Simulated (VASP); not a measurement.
## AlN with PBE: from relaxation to properties

Aim: relax AlN with PBE, compute its properties on that cell and hold them against experiment. The steps: full relaxation (PBE), second relaxation, single point with fields (PBE), band structure (PBE), total and projected DOS (PBE), response to an electric field (PBE) and optical spectrum (PBE). The start is a cell from a database of measured crystal structures.

Program: VASP 6.6.1. Level of theory: PBE; plane waves and PAW (Al, N). Results are calculated unless marked as measured.

Experimental background.

For AlN, wurtzite (literature value), “Electronic structure and chemical bonding anisotropy investigation of wurtzite AlN” (2011, arxiv:1112.6088) quotes earlier work: lattice constant a (a lattice parameter, reported experimental value) 3.111 Å [Literature experimental value cited in the paper's theory part].

The database entry behind the starting cell differs from later determinations by our own check (inner coordinate u about 0.002 short), so it need not match the best structure at ambient conditions.

## (1) Set-up

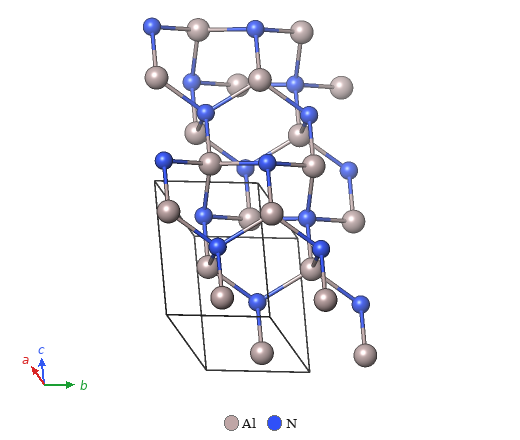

The cell as given, from a free direction (aluminium light grey, nitrogen blue). 2×2×2 cells are drawn. Some periodic images of atoms are drawn too.

Structure file:

```xyz
4
Lattice="3.1130 0.0000 0.0000 -1.5565 2.6959 0.0000 0.0000 0.0000 4.9810" Properties=species:S:1:pos:R:3 pbc="T T T"
Al    0.0000    1.7973    0.0000
Al    1.5565    0.8986    2.4905
N     0.0000    1.7973    1.8928
N     1.5565    0.8986    4.3833
```

## (2) Full relaxation (PBE)

Properties are meant for the cell that this level of theory prefers, so cell and atoms are relaxed first (ISIF = 3) until forces and stress are small; EDIFFG sets the threshold. PBE, the usual starting point, adds the gradient of the density.

Contents of INCAR:

```
SYSTEM = AlN
PREC = Accurate
ENCUT = 520
EDIFF = 1E-06
NELM = 100
ISMEAR = 0
SIGMA = 0.05
LREAL = .FALSE.
ALGO = Normal
GGA = PE
NBANDS = 14
LORBIT = 11
LWAVE = .FALSE.
LCHARG = .FALSE.
KPAR = 4
IBRION = 2
NSW = 60
ISIF = 3
EDIFFG = -0.01
```

Contents of POSCAR:

```
AlN
1.0
    3.1130000000      0.0000000000      0.0000000000
   -1.5565000000      2.6959370820      0.0000000000
    0.0000000000      0.0000000000      4.9810000000
Al N
2 2
Direct
    0.3333333333      0.6666666667      0.0000000000
    0.6666666667      0.3333333333      0.5000000000
    0.3333333333      0.6666666667      0.3800000000
    0.6666666667      0.3333333333      0.8800000000
```

Contents of KPOINTS:

```
Automatic mesh
0
Gamma
8 8 5
0 0 0
```

PAW data sets: Al and N (PBE family, release 64).

Command:

```console
mpirun -np 4 vasp_std
```

Log:

```text
[banner, memory and clock lines left out]
running    4 mpi-ranks, on    1 nodes
 distrk:  each k-point on    1 cores,    4 groups
 distr:  one band on    1 cores,    1 groups

 POSCAR found type information on POSCAR AlN
 POSCAR found :  2 types and       4 ions
 LDA part: xc-table for (Slater+PW92), standard interpolation
 POSCAR, INCAR and KPOINTS ok, starting setup
 FFT: planning ... GRIDC
 FFT: planning ... GRID_SOFT
 FFT: planning ... GRID
 WAVECAR not read
 entering main loop
       N       E                     dE             d eps       ncg     rms          rms(c)
DAV:   1     0.442631838630E+02    0.44263E+02   -0.74633E+03   840   0.102E+03
DAV:   2    -0.308716119220E+02   -0.75135E+02   -0.69870E+02  1144   0.207E+02
DAV:   3    -0.344929021295E+02   -0.36213E+01   -0.36108E+01  1116   0.476E+01
DAV:   4    -0.345178364608E+02   -0.24934E-01   -0.24932E-01   960   0.453E+00
DAV:   5    -0.345181712829E+02   -0.33482E-03   -0.33481E-03  1122   0.530E-01    0.122E+01
DAV:   6    -0.297536163388E+02    0.47646E+01   -0.13200E+01  1038   0.271E+01    0.423E+00
DAV:   7    -0.297830254407E+02   -0.29409E-01   -0.78198E-01   990   0.627E+00    0.294E+00
DAV:   8    -0.297764919000E+02    0.65335E-02   -0.75963E-02   966   0.263E+00    0.538E-01
DAV:   9    -0.297706365987E+02    0.58553E-02   -0.19805E-02  1134   0.102E+00    0.246E-01
DAV:  10    -0.297713051653E+02   -0.66857E-03   -0.28142E-03   978   0.356E-01    0.142E-01
DAV:  11    -0.297712020372E+02    0.10313E-03   -0.26678E-04  1032   0.126E-01    0.346E-02
DAV:  12    -0.297712046478E+02   -0.26107E-05   -0.12926E-05  1080   0.324E-02    0.956E-03
DAV:  13    -0.297712044663E+02    0.18157E-06   -0.59706E-06  1068   0.185E-02
   1 F= -.29771204E+02 E0= -.29771204E+02  d E =-.297712E+02
 curvature:   0.00 expect dE= 0.000E+00 dE for cont linesearch  0.000E+00
 trial: gam= 0.00000 g(F)=  0.321E-02 g(S)=  0.312E-01 ort = 0.000E+00 (trialstep = 0.100E+01)
 search vector abs. value=  0.344E-01
 bond charge predicted
       N       E                     dE             d eps       ncg     rms          rms(c)
DAV:   1    -0.298218762694E+02   -0.50672E-01   -0.14038E+00   948   0.987E+00    0.146E+00
DAV:   2    -0.297741923740E+02    0.47684E-01   -0.13222E-01  1020   0.281E+00    0.387E-01
DAV:   3    -0.297734488798E+02    0.74349E-03   -0.90788E-03   966   0.734E-01    0.144E-01
DAV:   4    -0.297730461592E+02    0.40272E-03   -0.55142E-04  1110   0.198E-01    0.666E-02
DAV:   5    -0.297729663927E+02    0.79767E-04   -0.12132E-04  1008   0.859E-02    0.247E-02
DAV:   6    -0.297729647000E+02    0.16926E-05   -0.64477E-06  1056   0.227E-02    0.111E-02
DAV:   7    -0.297729640280E+02    0.67200E-06   -0.24377E-06   818   0.112E-02
   2 F= -.29772964E+02 E0= -.29772964E+02  d E =-.175956E-02
 trial-energy change:   -0.001760  1 .order   -0.002460   -0.034401    0.029481
 step:   0.5221(harm=  0.5385)  dis= 0.00325  next Energy=   -29.780085 (dE=-0.888E-02)
 bond charge predicted
       N       E                     dE             d eps       ncg     rms          rms(c)
DAV:   1    -0.297911568924E+02   -0.18192E-01   -0.32288E-01   936   0.478E+00    0.698E-01
DAV:   2    -0.297803238382E+02    0.10833E-01   -0.29631E-02  1002   0.133E+00    0.190E-01
DAV:   3    -0.297801310542E+02    0.19278E-03   -0.21072E-03   996   0.357E-01    0.688E-02
DAV:   4    -0.297800419890E+02    0.89065E-04   -0.11692E-04  1122   0.921E-02    0.331E-02
DAV:   5    -0.297800256440E+02    0.16345E-04   -0.26695E-05  1014   0.410E-02    0.125E-02
DAV:   6    -0.297800258764E+02   -0.23245E-06   -0.15088E-06   762   0.113E-02
   3 F= -.29780026E+02 E0= -.29780026E+02  d E =-.882141E-02
 curvature:  -0.27 expect dE=-0.408E-05 dE for cont linesearch -0.220E-06
 trial: gam=-0.00443 g(F)=  0.395E-05 g(S)=  0.112E-04 ort = 0.168E-03 (trialstep = 0.904E+00)
 search vector abs. value=  0.144E-04
 reached required accuracy - stopping structural energy minimisation
```

The job ended after 29 s (4 MPI ranks of AMD EPYC 7571, shared host; peak memory 0.52 GiB; 97 s of CPU time).

Lines that name or quote the potential files are left out of all logs, and their timing lines are given in words.

OUTCAR, selected parts (step 2):

```text
ion  position               nearest neighbor table
   1  0.333  0.667  0.000-   3 1.89   4 1.89   4 1.89   4 1.89   2 3.07   2 3.07   2 3.07   2 3.07
                             2 3.07   2 3.07
   2  0.667  0.333  0.500-   4 1.89   3 1.89   3 1.89   3 1.89   1 3.07   1 3.07   1 3.07   1 3.07
                             1 3.07   1 3.07
   3  0.333  0.667  0.380-   1 1.89   2 1.89   2 1.89   2 1.89
   4  0.667  0.333  0.880-   2 1.89   1 1.89   1 1.89   1 1.89

  LATTYP: Found a hexagonal cell.
 ALAT       =     3.1130000000
 C/A-ratio  =     1.6000642467

 Subroutine GETGRP returns: Found 12 space group operations
 (whereof  6 operations were pure point group operations)

The static configuration has the point symmetry C_3v.
 The point group associated with its full space group is C_6v.

 Found     30 irreducible k-points:

   k-points           NKPTS =     30   k-points in BZ     NKDIM =     30   number of bands    NBANDS=     14

   dimension x,y,z NGX =    24 NGY =   24 NGZ =   40
   dimension x,y,z NGXF=    48 NGYF=   48 NGZF=   80

   ENCUT  =  520.0 eV  38.22 Ry    6.18 a.u.   5.79  5.79  9.26*2*pi/ulx,y,z

   NELECT =      16.0000    total number of electrons

 k-points in reciprocal lattice and weights: Automatic mesh
   0.00000000  0.00000000  0.00000000       0.003
   0.12500000  0.00000000  0.00000000       0.019
   0.25000000  0.00000000  0.00000000       0.019
   0.37500000  0.00000000  0.00000000       0.019
   0.50000000  0.00000000  0.00000000       0.009
   0.12500000  0.12500000  0.00000000       0.019
   0.25000000  0.12500000  0.00000000       0.038
   0.37500000  0.12500000  0.00000000       0.038
   0.25000000  0.25000000  0.00000000       0.019
[...]
0.25000000  0.25000000  0.40000000       0.038
   0.37500000  0.25000000  0.40000000       0.038

 average (electrostatic) potential at core
       1 -71.9088       2 -71.9088       3 -60.1348       4 -60.1348

 E-fermi :   6.2245

 k-point     1 :       0.0000    0.0000    0.0000
  band No.  band energies     occupation
    ...
      4       5.1359      2.00000
      5       5.1359      2.00000
      6       5.7766      2.00000
      7       5.7766      2.00000
      8       5.9711      2.00000
      9      10.0314      0.00000
     10      12.5045      0.00000
     11      16.4379      0.00000
     12      17.0216      0.00000
     13      17.0216      0.00000
    ...

 k-point     2 :       0.1250    0.0000    0.0000
  band No.  band energies     occupation
    ...
      4       4.2740      2.00000
      5       4.8973      2.00000
      6       4.9510      2.00000
      7       5.7367      2.00000
      8       5.8815      2.00000
      9      10.8672      0.00000
     10      13.2384      0.00000
     11      15.6485      0.00000
     12      15.9599      0.00000
     13      17.5712      0.00000
    ...

 k-point     3 :       0.2500    0.0000    0.0000
  band No.  band energies     occupation
    ...
      4       2.5701      2.00000
      5       3.5337      2.00000
      6       4.4392      2.00000
      7       5.5414      2.00000
      8       5.5707      2.00000
      9      12.0424      0.00000
     10      13.4902      0.00000
     11      13.9781      0.00000
     12      15.8705      0.00000
     13      17.4673      0.00000
    ...

  Total        0.0172882      0.0172882     -0.0182520      0.0000000      0.0000000      0.0000000
  in kB        0.6513955      0.6513955     -0.6877096      0.0000000      0.0000000      0.0000000
  external PRESSURE =       0.2050271 kB  Pullay stress =       0.0000000 kB

  energy-cutoff  :      520.00
  volume of cell :       42.52
      direct lattice vectors                 reciprocal lattice vectors
     3.127938818  0.000000000  0.000000000     0.319699348  0.184578504  0.000000000
    -1.563969409  2.708874478 -0.000000000     0.000000000  0.369157009  0.000000000
     0.000000000 -0.000000000  5.018439128     0.000000000  0.000000000  0.199265145

 POSITION                                       TOTAL-FORCE (eV/Angst)
 -----------------------------------------------------------------------------------
     -0.00000      1.80592      5.01513         0.000000      0.000000     -0.004526
      1.56397      0.90296      2.50591        -0.000000      0.000000     -0.004526
     -0.00000      1.80592      1.91032         0.000000     -0.000000      0.004526
      1.56397      0.90296      4.41954         0.000000     -0.000000      0.004526
 -----------------------------------------------------------------------------------
    total drift:                               -0.000000     -0.000000      0.000801

  FREE ENERGIE OF THE ION-ELECTRON SYSTEM (eV)
  ---------------------------------------------------
  free  energy   TOTEN  =       -29.7800258764 eV

  energy  without entropy=      -29.7800258764  energy(sigma->0) =      -29.78002588

 reached required accuracy - stopping structural energy minimisation

 total charge
# of ion       s       p       d       tot
------------------------------------------
    1        0.366   0.431   0.000   0.797
    2        0.366   0.431   0.000   0.797
    3        1.222   2.627   0.000   3.849
    4        1.222   2.627   0.000   3.849
--------------------------------------------------
tot          3.176   6.116   0.000   9.293

[... 3 further parts left out ...]
```

CONTCAR:

```
AlN
   1.00000000000000
     3.1279388182986811    0.0000000000000000    0.0000000000000000
    -1.5639694091493406    2.7088744781494518   -0.0000000000000000
     0.0000000000000000   -0.0000000000000000    5.0184391276593505
  Al              N
     2     2
Direct
     0.3333333332999970    0.6666666667000030    0.9993397673924347
     0.6666666667000030    0.3333333332999970    0.4993397673924347
     0.3333333332999970    0.6666666667000030    0.3806602326075679
     0.6666666667000030    0.3333333332999970    0.8806602326075679
```

The gap is read on the k-mesh alone, so it is an upper bound where the band edges lie off the mesh. The run keeps the 12 symmetry operations of its start, so it cannot find a distortion of lower symmetry.

Relaxation path:

| step | energy less that of the first step (eV) | largest force (eV/Å) | pressure (GPa) | volume (Å³) |
| --- | --- | --- | --- | --- |
| 1 | 0.0000 | 0.1289 | 3.47 | 41.80 |
| 2 | -0.0018 | 0.0906 | -2.93 | 43.19 |
| 3 | -0.0088 | 0.0045 | 0.02 | 42.52 |

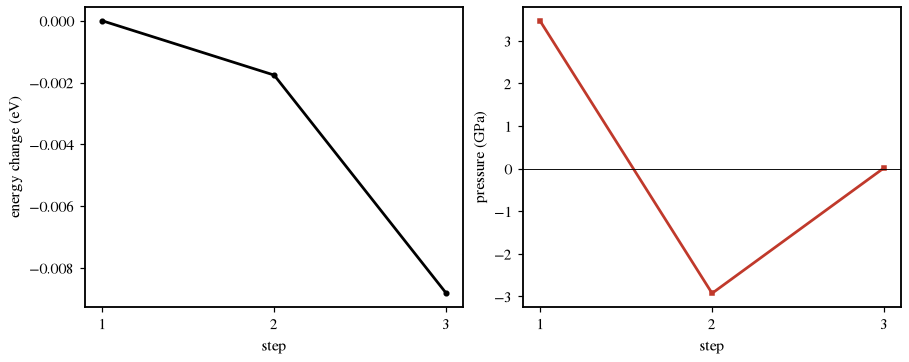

Energy and pressure along the relaxation.

| conventional cell, symmetrised | before | after | change |
| --- | --- | --- | --- |
| a (Å) | 3.113 | 3.128 | +0.5 % |
| b (Å) | 3.113 | 3.128 | +0.5 % |
| c (Å) | 4.981 | 5.018 | +0.8 % |
| volume (Å³/atom) | 10.45 | 10.63 | +1.7 % |

The relaxed structure:

```cif
data_structure
_symmetry_space_group_name_H-M 'P 1'
_symmetry_Int_Tables_number 1
_cell_length_a 3.1279
_cell_length_b 3.1279
_cell_length_c 5.0184
_cell_angle_alpha 90.000
_cell_angle_beta 90.000
_cell_angle_gamma 120.000
_cell_volume 42.52
loop_
_atom_site_label
_atom_site_type_symbol
_atom_site_fract_x
_atom_site_fract_y
_atom_site_fract_z
_atom_site_occupancy
Al1 Al 0.33333 0.66667 0.99934 1
Al2 Al 0.66667 0.33333 0.49934 1
N3 N 0.33333 0.66667 0.38066 1
N4 N 0.66667 0.33333 0.88066 1
```

Numbers from this step:

```yaml
electrons: 16
bands: 14
irreducible_k_points: 30
symmetry_operations: 12
free_energy_toten: -29.78 eV
fermi_energy: 6.224 eV
pressure: 0.02050 GPa
metallic: no
valence_top_at_k: 0, 0, 0
conduction_bottom_at_k: 0, 0, 0
least_direct_gap_at_k: 0, 0, 0
scf_cycles_over_all_ionic_steps: 26
gap_on_the_k_mesh: 4.060 eV
least_direct_gap_on_the_k_mesh: 4.060 eV
```

It ends with a largest force of 0.005 eV/Å and a pressure of 0.02 GPa. The volume lies +1.7 % from that of the database's start.

## (3) Second relaxation

A relaxation keeps the plane waves of the cell it began with, so it is repeated from the new cell, on a basis made for it.

INCAR is that of step 2.

Contents of POSCAR:

```
AlN
1.0
    3.1279388183      0.0000000000      0.0000000000
   -1.5639694091      2.7088744781      0.0000000000
    0.0000000000      0.0000000000      5.0184391277
Al N
2 2
Direct
    0.3333333333      0.6666666667      0.9993397674
    0.6666666667      0.3333333333      0.4993397674
    0.3333333333      0.6666666667      0.3806602326
    0.6666666667      0.3333333333      0.8806602326
```

KPOINTS is that of step 2.

Command:

```console
mpirun -np 4 vasp_std
```

Log:

```text
[... set-up lines as in an earlier step ...]
 entering main loop
       N       E                     dE             d eps       ncg     rms          rms(c)
DAV:   1     0.449145614475E+02    0.44915E+02   -0.73936E+03   840   0.101E+03
DAV:   2    -0.302821903979E+02   -0.75197E+02   -0.68745E+02  1152   0.203E+02
DAV:   3    -0.344316524113E+02   -0.41495E+01   -0.41267E+01  1086   0.492E+01
DAV:   4    -0.344617164275E+02   -0.30064E-01   -0.30058E-01   996   0.484E+00
DAV:   5    -0.344620843171E+02   -0.36789E-03   -0.36785E-03  1086   0.551E-01    0.121E+01
DAV:   6    -0.297596215198E+02    0.47025E+01   -0.13180E+01  1038   0.270E+01    0.418E+00
DAV:   7    -0.297921917516E+02   -0.32570E-01   -0.76111E-01   960   0.619E+00    0.291E+00
DAV:   8    -0.297859427484E+02    0.62490E-02   -0.77070E-02   978   0.267E+00    0.563E-01
DAV:   9    -0.297798538333E+02    0.60889E-02   -0.20008E-02  1134   0.103E+00    0.250E-01
DAV:  10    -0.297805509902E+02   -0.69716E-03   -0.30751E-03   948   0.366E-01    0.146E-01
DAV:  11    -0.297804396133E+02    0.11138E-03   -0.28343E-04  1062   0.129E-01    0.362E-02
DAV:  12    -0.297804422711E+02   -0.26578E-05   -0.14409E-05  1020   0.341E-02    0.102E-02
DAV:  13    -0.297804420749E+02    0.19623E-06   -0.65807E-06  1098   0.193E-02
   1 F= -.29780442E+02 E0= -.29780442E+02  d E =-.297804E+02
 curvature:   0.00 expect dE= 0.000E+00 dE for cont linesearch  0.000E+00
 trial: gam= 0.00000 g(F)=  0.371E-05 g(S)=  0.133E-04 ort = 0.000E+00 (trialstep = 0.100E+01)
 search vector abs. value=  0.170E-04
 reached required accuracy - stopping structural energy minimisation
```

Elapsed: 16 s, on 4 MPI ranks; peak memory 0.5 GiB; 49 s of CPU time.

Parts of OUTCAR (step 3):

```text
  LATTYP: Found a hexagonal cell.
 ALAT       =     3.1279388183
 C/A-ratio  =     1.6043917158

 Found     30 irreducible k-points:

   ENCUT  =  520.0 eV  38.22 Ry    6.18 a.u.   5.82  5.82  9.33*2*pi/ulx,y,z

   NELECT =      16.0000    total number of electrons

 E-fermi :   6.2403

 k-point     1 :       0.0000    0.0000    0.0000
  band No.  band energies     occupation
    ...
      4       5.1359      2.00000
      5       5.1359      2.00000
      6       5.7765      2.00000
      7       5.7765      2.00000
      8       5.9710      2.00000
      9      10.0315      0.00000
     10      12.5046      0.00000
     11      16.4379      0.00000
     12      17.0218      0.00000
     13      17.0218      0.00000
    ...

 k-point     2 :       0.1250    0.0000    0.0000
  band No.  band energies     occupation
    ...
      4       4.2740      2.00000
      5       4.8973      2.00000
      6       4.9509      2.00000
      7       5.7367      2.00000
      8       5.8814      2.00000
      9      10.8673      0.00000
     10      13.2385      0.00000
     11      15.6484      0.00000
     12      15.9600      0.00000
     13      17.5713      0.00000
    ...

  Total        0.0202572      0.0202572     -0.0167243      0.0000000     -0.0000000      0.0000000
  in kB        0.7632626      0.7632626     -0.6301494      0.0000000     -0.0000000      0.0000000
  external PRESSURE =       0.2987920 kB  Pullay stress =       0.0000000 kB

  energy-cutoff  :      520.00
  volume of cell :       42.52
      direct lattice vectors                 reciprocal lattice vectors
     3.127938818  0.000000000  0.000000000     0.319699348  0.184578504  0.000000000
    -1.563969409  2.708874478  0.000000000     0.000000000  0.369157009  0.000000000
     0.000000000  0.000000000  5.018439128     0.000000000  0.000000000  0.199265145

 POSITION                                       TOTAL-FORCE (eV/Angst)
 -----------------------------------------------------------------------------------
     -0.00000      1.80592      5.01513         0.000000     -0.000000     -0.004386
      1.56397      0.90296      2.50591        -0.000000      0.000000     -0.004386
     -0.00000      1.80592      1.91032         0.000000      0.000000      0.004386
      1.56397      0.90296      4.41954        -0.000000      0.000000      0.004386
 -----------------------------------------------------------------------------------
    total drift:                               -0.000000     -0.000000      0.000488

  FREE ENERGIE OF THE ION-ELECTRON SYSTEM (eV)
  ---------------------------------------------------
  free  energy   TOTEN  =       -29.7804420749 eV

  energy  without entropy=      -29.7804420749  energy(sigma->0) =      -29.78044207

 total charge
# of ion       s       p       d       tot
------------------------------------------
    1        0.366   0.431   0.000   0.797
    2        0.366   0.431   0.000   0.797
    3        1.222   2.627   0.000   3.849
    4        1.222   2.627   0.000   3.849
--------------------------------------------------
tot          3.175   6.117   0.000   9.292

[... 6 parts as in an earlier step ...]

[... 6 further parts left out ...]
```

Little changed from the start: no atom moved by 0.005 Å and no cell edge by 0.1 %.

Numbers from this step:

| Property | Result |
| --- | --- |
| Fermi energy | 6.240 eV |
| pressure | 0.02988 GPa |
| SCF cycles over all ionic steps | 13 |

It ends with a largest force of 0.004 eV/Å and a pressure of 0.03 GPa. The volume moved by under 0.01 %: the run met its threshold at the first step.

(Continued in part 2 of 4.)

[Lines on the potential files, build, host, timing and source positions are cut from VASP's logs without a mark.]

[Logs are printed without paths, hosts, clocks, repeated set-up lines and the standing remarks that a program may print on its own settings, such as how far it seeks lower states.]

[Hosts, paths, dates, database ids (printed as entryN), source tags and the programs' standing remarks are cut or masked in the printed files.]

[Measured values are set beside computed ones only where the two were judged alike; some that the calculation misses by far are left out.]
